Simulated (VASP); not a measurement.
Band structure of TlBiS₂ (space group R-3m). All values below come from PBEsol GGA, VASP's PBE PAW potentials (set 64) (plane waves; VASP).

Unless said otherwise, spin-orbit coupling is left out, though it shifts the bands of the heavy elements here.

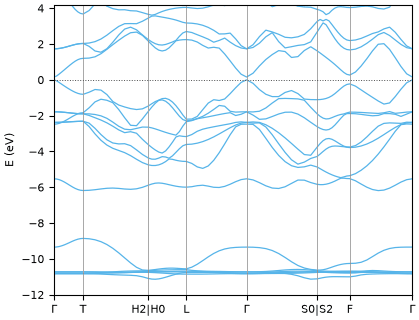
Figure. Bands along high-symmetry lines, zero at the valence-band maximum or, without a gap, the Fermi level

### Question
Read the plot: is there a gap, and where are the band edges?

### Answer
The gap is direct, 0.16 eV, from the valence maximum at Γ to the conduction minimum at Γ. (Edges off the drawn lines would not show.)

The structure comes from a computed database's TlBiS2 entry (R-3m); how it stands against other phases isn't given here. It was relaxed first.
